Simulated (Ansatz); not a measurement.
# AsH₃ (singlet): wave-function methods side by side at a displaced geometry (v1), cc-pVTZ

How much of the correlation energy of AsH₃ (singlet) does each wave-function method recover here?

The runs use Ansatz 0.2.0, Gaussian basis; cc-pVTZ, core rule «outside noble gas», up to 14 orbitals frozen.

The runs, in order: UHF; CCSD(T) on RHF; BCCD(T) on RHF; CCSDT(Q) on RHF; CASSCF and NEVPT2, 8 electrons in 7 orbitals.

14 further runs of the same task are left out: 8 that didn't finish, 6 set aside as unsound or not needed. Runs told in other sessions of the task aren't counted.

**1. The geometry**

The geometry is a PBE0/def2-TZVP stationary point (not a proven minimum) with its atoms shifted at random (size 0.040 Å). No spin-orbit coupling is included. The filled d shell of As may be among the frozen orbitals whatever the setting's name suggests.

4 atoms, charge 0, spin multiplicity 1.

Atoms are counted from 1 here; the program's logs count them from 0.

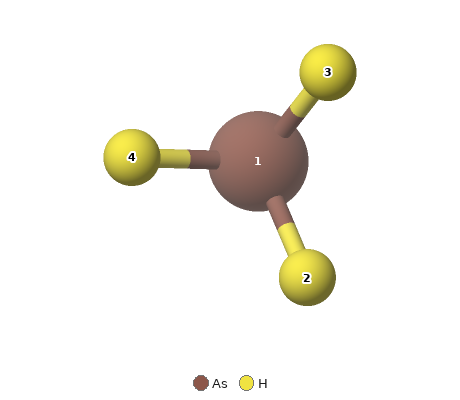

The geometry (arsenic brown, hydrogen yellow); atoms are numbered from 1 in the order of the file.

In the tables R marks a restricted determinant and U an unrestricted one; 'valence' is the active space of 8 electrons in 7 orbitals; energies count from the table's Hartree-Fock row.

**2. UHF**

in.yaml reads:

```yaml
crystal:
  periodic: [false, false, false]
  atoms:
    - {symbol: As, position_ang: [0.000302, -0.000078, -0.031726]}
    - {symbol: H, position_ang: [1.258580, -0.002245, 0.811504]}
    - {symbol: H, position_ang: [-0.601607, 1.129892, 0.758985]}
    - {symbol: H, position_ang: [-0.679385, -1.121866, 0.787750]}
basis:
  gaussian: {orbitals: cc-pVTZ}
magnetization: {spin_polarized: true, initial_magnetization: 0}
hamiltonian: {xc: hf}
output: {orbitals: {seedname: orbitals}}
```

Run with:

```sh
> ansatz run in.yaml --threads 1 --pin off --events-out ev --progress --plain --max-ram 2393MiB
```

Output:

```text
Functional definition: HF
  name "HF"
  cite "Fock, Z. Phys. 61, 126 (1930) doi:10.1007/BF01340294"
  parent pbe
  exchange = exact_x
  correlation = 0
660 factors; their error is unknown
mean field evaluation 1: about -60841.7247 eV, gradient 6.2e0 eV
mean field evaluation 2: about -60842.1545 eV, gradient 2.0e0 eV
mean field evaluation 4: about -60842.2118 eV, gradient 1.4e-1 eV
mean field evaluation 8: about -60843.9337 eV, gradient 1.9e-2 eV
mean field -60843.93366354 eV, -2235.9733206355 hartree, gradient 6.1e-6 eV, S^2 0.000000; 0 other end points of the search recorded, 0 dependent functions left out
reference -60843.93366354 eV, -2235.9733206355 hartree; 18, 18 occupied and 67, 67 virtual orbitals, 660 factors
Total energy: -60843.93366354 eV, -2235.9733206355 hartree
```

It took 0.79 s on 1 thread of Arm Neoverse V1, shared host.

From the report: ⟨S²⟩ of the determinant 0.000 (pure singlet: 0.00).

The unrestricted search falls back on the restricted solution.

**3. CCSD(T) on RHF**

Changes to in.yaml since step 2:

```diff
@@ -9,4 +9,4 @@
   gaussian: {orbitals: cc-pVTZ}
-magnetization: {spin_polarized: true, initial_magnetization: 0}
-hamiltonian: {xc: hf}
-output: {orbitals: {seedname: orbitals}}
+magnetization: {spin_polarized: false}
+correlation: {method: ccsd_t, electrons: outside_noble_gas}
+output: {forces: true}
```

The command is unchanged.

Output (excerpt; [...] marks lines left out):

```text
Functional definition: HF
  name "HF"
  cite "Fock, Z. Phys. 61, 126 (1930) doi:10.1007/BF01340294"
  parent pbe
[...]
509 factors; integrals over basis functions are off by at most 7.1e-4 eV
[...]
mean field -60843.93425727 eV, -2235.9733424546 hartree, gradient 2.7e-6 eV, S^2 0.000000; 0 other end points of the search recorded, 0 dependent functions left out
14 core orbitals not correlated: weight in the atoms' cores, before any rotation towards them, 1.000 or more for the frozen orbitals, at most 0.000 for the correlated occupied ones
reference -60843.93425727 eV, -2235.9733424546 hartree; 4, 4 occupied and 67, 67 virtual orbitals, 509 factors
second order -4.25425685 eV of doubles, -0.00000000 eV of singles
cycle   1  -4.78693655 eV  change   -5.3e-1 eV  update   5.6e-2
[...]
cycle   9  -4.99331730 eV  change    1.8e-6 eV  update   2.4e-6
perturbative correction -0.15535068 eV, -0.0057090321 hartree
[...]
Total energy: -60849.08292524 eV, -2236.1625525127 hartree
Atom 0 at     0.000302    -0.000078    -0.031726 Å, force    -0.077532    -0.490261    -0.239875 eV/Å
Atom 1 at     1.258580    -0.002245     0.811504 Å, force     0.118365    -0.064473     0.111991 eV/Å
Atom 2 at    -0.601607     1.129892     0.758985 Å, force    -0.217562     0.177744     0.239287 eV/Å
Atom 3 at    -0.679385    -1.121866     0.787750 Å, force     0.176728     0.376990    -0.111402 eV/Å
Dipole moment:    -0.001860     0.007764     0.082856 e Å
```

It took 4.8 s on 1 thread of Arm Neoverse V1, shared host.

From the report: correlation -5.1487 eV; T1 0.012; largest double amplitude 0.04.

**4. BCCD(T) on RHF**

Changes to in.yaml since step 3:

```diff
@@ -10,3 +10,2 @@
 magnetization: {spin_polarized: false}
-correlation: {method: ccsd_t, electrons: outside_noble_gas}
-output: {forces: true}
+correlation: {method: bccd_t, electrons: outside_noble_gas}
```

The command is unchanged.

Output (excerpt; [...] marks lines left out):

```text
Functional definition: HF
  name "HF"
  cite "Fock, Z. Phys. 61, 126 (1930) doi:10.1007/BF01340294"
  parent pbe
[...]
509 factors; integrals over basis functions are off by at most 7.1e-4 eV
[...]
mean field -60843.93425727 eV, -2235.9733424546 hartree, gradient 2.7e-6 eV, S^2 0.000000; 0 other end points of the search recorded, 0 dependent functions left out
14 core orbitals not correlated: weight in the atoms' cores, before any rotation towards them, 1.000 or more for the frozen orbitals, at most 0.000 for the correlated occupied ones
reference -60843.93425727 eV, -2235.9733424546 hartree; 4, 4 occupied and 67, 67 virtual orbitals, 509 factors
second order -4.25425685 eV of doubles, -0.00000000 eV of singles
cycle   1  -4.79411715 eV  change   -5.4e-1 eV  update   5.6e-2
[...]
cycle   9  -4.98874017 eV  change    9.2e-7 eV  update   2.8e-6
perturbative correction -0.16046956 eV, -0.0058971477 hartree
Total energy: -60849.08346700 eV, -2236.1625724220 hartree
```

Wall time 1.9 s (1 thread of Arm Neoverse V1, shared host).

From the report: correlation -5.1492 eV; largest double amplitude 0.04.

**5. CCSDT(Q) on RHF**

Changes to in.yaml since step 4:

```diff
@@ -10,2 +10,2 @@
 magnetization: {spin_polarized: false}
-correlation: {method: bccd_t, electrons: outside_noble_gas}
+correlation: {method: ccsdt_q, electrons: outside_noble_gas}
```

Launched as before.

Output (excerpt; [...] marks lines left out):

```text
Functional definition: HF
  name "HF"
  cite "Fock, Z. Phys. 61, 126 (1930) doi:10.1007/BF01340294"
  parent pbe
[...]
1022 factors; integrals over basis functions are off by at most 1.9e-7 eV
[...]
mean field -60843.93427189 eV, -2235.9733429920 hartree, gradient 4.4e-6 eV, S^2 0.000000; 1 other end points of the search recorded, 0 dependent functions left out
14 core orbitals not correlated: weight in the atoms' cores, before any rotation towards them, 1.000 or more for the frozen orbitals, at most 0.000 for the correlated occupied ones
reference -60843.93427189 eV, -2235.9733429920 hartree; 4, 4 occupied and 67, 67 virtual orbitals, 1022 factors
second order -4.25428098 eV of doubles, -0.00000000 eV of singles
cycle   1  -4.78690611 eV  change   -5.3e-1 eV  update   6.5e-2
[...]
cycle  12  -5.16912076 eV  change   -7.8e-7 eV  update   3.0e-7
perturbative correction -0.00574004 eV, -0.0002109427 hartree
Total energy: -60849.10913269 eV, -2236.1635156188 hartree
```

Wall time 74 s (1 thread of Arm Neoverse V1, shared host); peak memory 0.77 GiB.

From the report: correlation -5.1749 eV; T1 0.012; largest double amplitude 0.04.

**6. CASSCF and NEVPT2, 8 electrons in 7 orbitals**

Changes to in.yaml since step 5:

```diff
@@ -9,3 +9,2 @@
   gaussian: {orbitals: cc-pVTZ}
-magnetization: {spin_polarized: false}
-correlation: {method: ccsdt_q, electrons: outside_noble_gas}
+correlation: {method: sc_nevpt2, electrons: outside_noble_gas, active_space: {window: {electrons: 8, orbitals: 7}, shells: [{species: As, l: s, shell: 4}, {species: As, l: p, shell: 4}, {species: H, l: s, shell: 1}]}}
```

Same command.

Output:

```text
Functional definition: HF
  name "HF"
  cite "Fock, Z. Phys. 61, 126 (1930) doi:10.1007/BF01340294"
  parent pbe
  exchange = exact_x
  correlation = 0
1022 factors; integrals over basis functions are off by at most 1.9e-7 eV
mean field evaluation 1: about -60843.3781 eV, gradient 8.7e0 eV
mean field evaluation 2: about -60843.4359 eV, gradient 8.8e0 eV
mean field evaluation 4: about -60843.9331 eV, gradient 7.4e-1 eV
mean field evaluation 8: about -60843.9343 eV, gradient 6.3e-2 eV
mean field -60843.93427189 eV, -2235.9733429920 hartree, gradient 4.4e-6 eV, S^2 0.000000; 0 other end points of the search recorded, 0 dependent functions left out
reference -60843.93427189 eV, -2235.9733429920 hartree; 18, 18 occupied and 67, 67 virtual orbitals, 1022 factors
state -60845.32711716 eV, -2236.0245291115 hartree
state -60845.32711716 eV, -2236.0245291115 hartree; corrected -60848.20287207 eV, -2236.1302111553 hartree
Total energy: -60848.20287207 eV, -2236.1302111553 hartree
Checks for a lower state left out: starts, orbital_swaps
```

Run time: 5.5 s. Hardware: 1 thread of Arm Neoverse V1, shared host.

From the report: 1,225 determinants; active occupations 1.99, 1.98, 1.97, 1.97, 0.03, 0.03, 0.02.

**7. Natural occupations**

Natural occupations of the CASSCF valence state about the gap (report; correlated orbitals 1 to 7): 1.995, 1.977, 1.970, 1.968, 0.034, 0.032, 0.025. The count of effectively unpaired electrons, Σ n²(2 − n)², is 0.02; a single determinant of this spin has 0.

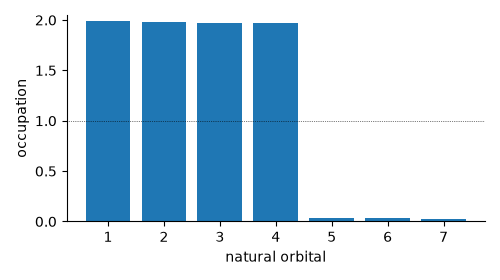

Natural occupations of the CASSCF valence state.

**8. All levels against the top one**

The yardstick is RCCSDT(Q), where the cluster series has nearly closed. Rows without a time are mean-field rows or come out of runs for another level: lower rungs of the coupled-cluster runs, CASSCF and MRCISD of the multireference runs, or the Hartree-Fock search. The times of RCCSD(T) include forces.

Differences are taken before rounding.

```tsv
method	energy from the lowest RHF (meV)	from RCCSDT(Q) (meV)	time
RHF	0.0	+5174.9	
RMP2	-4254.3	+920.6	
RCCSD	-4993.3	+181.6	
RCCSD(T)	-5148.7	+26.2	4.8 s
BCCD(T)	-5149.2	+25.7	1.9 s
RCCSDT	-5169.1	+5.7	
RCCSDT(Q)	-5174.9	0	74 s
CASSCF valence	-1392.9	+3782.0	
NEVPT2 valence	-4268.6	+906.3	5.5 s
```

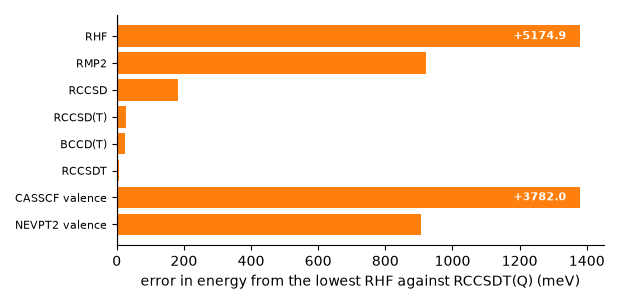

Deviations from RCCSDT(Q), method by method. Bars with a number in them are cut short.

**9. Summary of results**

```
                         quantity                      value
    RCCSDT(Q) from the RHF energy                 -5.1749 eV
              RMP2 from RCCSDT(Q)                 +920.6 meV
             RCCSD from RCCSDT(Q)                 +181.6 meV
          RCCSD(T) from RCCSDT(Q)                  +26.2 meV
    NEVPT2 valence from RCCSDT(Q)                 +906.3 meV
levels within 1 kcal/mol (43 meV)  RCCSD(T), BCCD(T), RCCSDT
                    T1 diagnostic                      0.012
   effectively unpaired electrons                       0.02
```

**Reading.** RCCSD(T) lands +26.2 meV from the yardstick (0.5 % of the correlation energy). One determinant dominates. These misses are within one basis, not against nature.
